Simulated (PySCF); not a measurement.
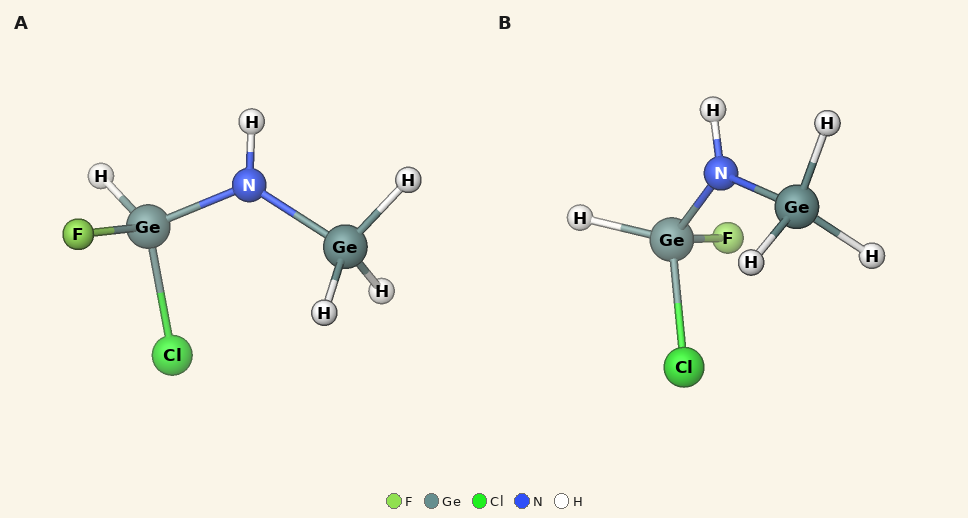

Distant atoms are faded towards the background colour. Computed geometry: PBE0-D3(BJ)/def2-SVP optimisation. No frequency run is at hand to confirm it as a minimum.

How are A and B related: the same structure turned, mirror images, conformers, diastereomers or constitutional isomers?

Answer. They are enantiomers, mirror images that no rotation superimposes: A is [F][Ge@H]([Cl])[NH][GeH3] (), B is [F][Ge@@H]([Cl])[NH][GeH3] (). Their energies are equal.
